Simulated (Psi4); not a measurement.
# CF2 (SMILES F[C]F) at BLYP/def2-TZVPP

Aim: the energy change on altering one bond length of CF2 at BLYP/def2-TZVPP, from 2 runs. 

The calculation is run with Psi4 1.11.

## Step 1: The molecule

The species is CF2 (3 atoms), meant as a singlet with charge 0. As SMILES, `F[C]F`. Geometry: relaxed at PBE0-D4/def2-TZVP.

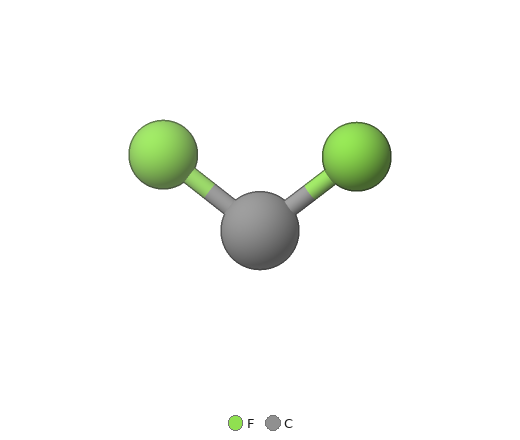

The structure, seen from a chosen angle (fluorine green, carbon grey).

## Step 2: A single-point energy at BLYP/def2-TZVPP

cf2.xyz reads:

```xyz
3
CF2
F      0.316310     0.971410     0.281600
C      0.382340    -0.318520     0.175150
F     -0.698640    -0.652890    -0.456750
```

cf2.py reads:

```python
import psi4

psi4.set_memory(2200000000)
psi4.set_num_threads(1)
psi4.core.set_output_file('run.log', False)

with open('cf2.xyz') as f:
    atoms = ''.join(f.readlines()[2:])
m = psi4.geometry('0 1\n' + atoms + 'symmetry c1\nno_reorient\nno_com')

options = {'basis': 'def2-TZVPP', 'puream': True, 'e_convergence': 1e-09, 'd_convergence': 1e-08, 'scf_type': 'pk', 'dft_radial_points': 99, 'dft_spherical_points': 590}
psi4.set_options(options)

E = psi4.energy('blyp')
print(f'total energy {E:.8f} hartree = {E * 27.211386:.5f} eV')
```

The run is started by

```sh
$ python cf2.py
```

run.log:

```text
[...]
  Running in c1 symmetry.
[...]
  Nuclear repulsion =   64.979424921358827
[...]
  Multiplicity = 1
[...]
  Nalpha       = 12
  Nbeta        = 12
[...]
    Number of basis functions: 93
[...]
   @RKS iter   1:  -237.74059849718978   -1.87364e-01   4.11816e-03 DIIS/ADIIS
[...]
   @RKS iter  10:  -237.78893449245047   -2.45564e-11   3.29339e-09 DIIS
[...]
    Orbital Energies [Eh]
    ---------------------
    Doubly Occupied:
       1A    -24.366173     2A    -24.366167     3A    -10.103366
       4A     -1.237497     5A     -1.162475     6A     -0.641178
       7A     -0.548162     8A     -0.503391     9A     -0.487882
      10A     -0.428242    11A     -0.395430    12A     -0.260591
[...]
  @RKS Final Energy:  -237.78893449245047
   => Energetics <=
    Nuclear Repulsion Energy =             64.9794249213588273
    One-Electron Energy =                -457.6930088922183586
    Two-Electron Energy =                 181.1529054946362862
    DFT Exchange-Correlation Energy =     -26.2282560162272098
    Empirical Dispersion Energy =           0.0000000000000000
    VV10 Nonlocal Energy =                  0.0000000000000000
    Total Energy =                       -237.7889344924504655
[...]
 Multipole Moments:
 ------------------------------------------------------------------------------------
     Multipole            Electronic (a.u.)      Nuclear  (a.u.)        Total (a.u.)
 ------------------------------------------------------------------------------------
 L = 1.  Multiply by 2.5417464519 to convert [e a0] to [Debye]
 Dipole X            :          1.9467463           -2.1673836           -0.2206373
 Dipole Y            :         -1.6219285            1.8057467            0.1838182
 Dipole Z            :          0.8918826           -0.9929566           -0.1010740
 Magnitude           :                                                    0.3044436
[...]
```

Standard output:

```text
total energy -237.78893449 hartree = -6470.56648 eV
```

Run time: 18 s. Hardware: 1 thread of Intel Xeon at 2.50GHz (Skylake/Cascade Lake), shared host; peak memory 0.75 GiB.

## Step 3: The distorted shape

job.py reads:

```python
import psi4

psi4.set_memory('2200 MB')
psi4.set_num_threads(1)
psi4.core.set_output_file('output.dat', False)

molecule = psi4.geometry("""
F      1.61911545     2.15163272     1.12920396
C      1.74389407    -0.28598170     0.92804261
F     -1.32023826    -1.23378329    -0.86313241
units au
symmetry c1
no_reorient
no_com
""")

psi4.set_options(dict(puream=True, e_convergence=1e-09, d_convergence=1e-08, scf_type='pk', dft_radial_points=99, dft_spherical_points=590))

E, wfn = psi4.energy("blyp/def2-TZVPP", return_wfn=True)
print(f'blyp/def2-TZVPP energy: {E:.10f} Eh')
```

The run is started by

```sh
$ python job.py
```

output.dat:

```text
[...]
  Running in c1 symmetry.
[...]
  Nuclear repulsion =   53.258360605316582
[...]
  Multiplicity = 1
[...]
  Nalpha       = 12
  Nbeta        = 12
[...]
    Number of basis functions: 93
[...]
   @RKS iter   1:  -237.57653538161304   -4.22762e-01   6.50436e-03 ADIIS/DIIS
[...]
   @RKS iter  12:  -237.71985267934406   -1.14255e-11   5.17337e-09 DIIS
[...]
    Orbital Energies [Eh]
    ---------------------
    Doubly Occupied:
       1A    -24.449889     2A    -24.241587     3A    -10.170139
       4A     -1.268248     5A     -0.982466     6A     -0.678487
       7A     -0.532684     8A     -0.527222     9A     -0.433190
      10A     -0.311412    11A     -0.302455    12A     -0.290266
[...]
  @RKS Final Energy:  -237.71985267934406
   => Energetics <=
    Nuclear Repulsion Energy =             53.2583606053165823
    One-Electron Energy =                -434.8596129868437856
    Two-Electron Energy =                 169.9222494127002392
    DFT Exchange-Correlation Energy =     -26.0408497105170866
    Empirical Dispersion Energy =           0.0000000000000000
    VV10 Nonlocal Energy =                  0.0000000000000000
    Total Energy =                       -237.7198526793440578
[...]
 Multipole Moments:
 ------------------------------------------------------------------------------------
     Multipole            Electronic (a.u.)      Nuclear  (a.u.)        Total (a.u.)
 ------------------------------------------------------------------------------------
 L = 1.  Multiply by 2.5417464519 to convert [e a0] to [Debye]
 Dipole X            :        -12.2784224           13.1532591            0.8748367
 Dipole Y            :         -5.8336388            6.5447547            0.7111158
 Dipole Z            :         -7.4027415            7.9628996            0.5601581
 Magnitude           :                                                    1.2588892
[...]
```

Standard output:

```text
blyp/def2-TZVPP energy: -237.7198526793 Eh
```

Run time: 15 s. Hardware: 1 thread of Intel Xeon at 2.50GHz (Skylake/Cascade Lake), shared host; peak memory 0.72 GiB.

## Step 4: Outcome

Level: BLYP/def2-TZVPP.

```
                                                         quantity          value
                                        first shape: total energy  -237.78893 Eh
                                       first shape: dipole moment         0.77 D
                                         first shape: HOMO energy       -7.09 eV
                                         first shape: LUMO energy       -3.40 eV
                                       first shape: HOMO–LUMO gap        3.69 eV
                                    distorted shape: total energy  -237.71985 Eh
                                   distorted shape: dipole moment         3.20 D
                                     distorted shape: HOMO energy       -7.90 eV
                                     distorted shape: LUMO energy       -5.44 eV
                                   distorted shape: HOMO–LUMO gap        2.46 eV
energy change with the C2–F3 bond stretched from 1.296 to 1.944 Å       1.880 eV
```

What this shows: One bond (distorted shape) is far stretched, which a spin-restricted single reference describes badly; a broken-symmetry solution may lie lower. With the C2–F3 bond stretched from 1.296 to 1.944 Å the energy rises by 1.88 eV (43 kcal/mol). The first shape isn't relaxed at this level, so the change isn't measured from a minimum. A restricted reference can't describe the breaking bond well at this length.
